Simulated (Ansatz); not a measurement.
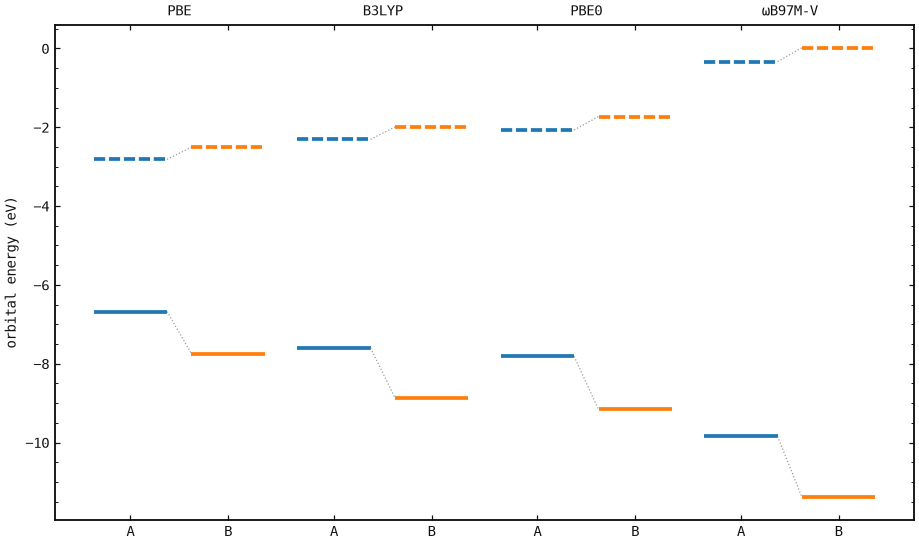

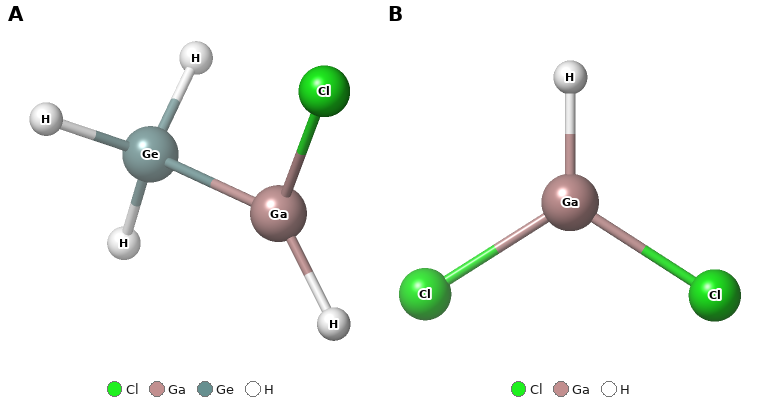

One change: A, GaGeH₄Cl (SMILES [Cl][GaH][GeH3]), becomes B, GaHCl₂ (SMILES [Cl][GaH][Cl]). GeH₃ on Ga is replaced by Cl. HOMO (solid) and LUMO (dashed) computed in def2-TZVPP at PBE0-D4/def2-TZVP geometries, both minima by their frequencies, gas phase, the Ansatz code 0.2.0. Empty levels above zero depend strongly on the basis.

Question: What does the change do to HOMO and LUMO?

Answer: PBE: the HOMO falls by 1.07 eV, the LUMO rises by 0.31 eV, and the separation goes from 3.86 to 5.24 eV. B3LYP: the HOMO falls by 1.26 eV, the LUMO rises by 0.31 eV, and the separation goes from 5.29 to 6.87 eV. PBE0: the HOMO falls by 1.35 eV, the LUMO rises by 0.34 eV, and the separation goes from 5.75 to 7.43 eV. ωB97M-V: the HOMO falls by 1.55 eV, the LUMO rises by 0.35 eV, and the separation goes from 9.51 to 11.41 eV.

Question: Do the functionals agree on the effect?

Answer: They agree on the direction for both levels; the HOMO shift lies between −1.55 and −1.07 eV and the LUMO shift between 0.31 and 0.35 eV, while the separations themselves differ by up to 6.2 eV between functionals.
